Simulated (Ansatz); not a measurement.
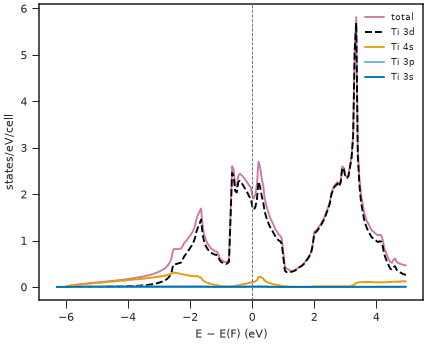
Total and projected density of states of Ti (bcc (W type), space group No. 229), DFT-PBEsol in the program Ansatz with PAW potentials

Which orbitals carry the states next to the Fermi level?

Within 0.5 eV of the Fermi level: Ti 3d 89 %, outside the projected shells 6 %. Projections are on Löwdin-orthogonalised atomic valence shells; empty p or d shells of many metals are not among them.

Where is the tallest occupied peak in this window, and what makes it?

Near -0.6 eV, about 2.6 states/eV per cell; the largest projected share is Ti 3d.

Space group Im-3m (bcc (W type)). This is a known high-temperature phase of the composition, computed here at zero pressure and temperature. The cell was relaxed with PBEsol under the symmetry of its start. At this level the phase is dynamically unstable (imaginary phonons). The run is not spin-polarised.

Potentials: the earlier of the program's two PAW sets. The files were generated under PBE; for other functionals the program regenerates the frozen cores, and for LDA and PBEsol the local potential too.
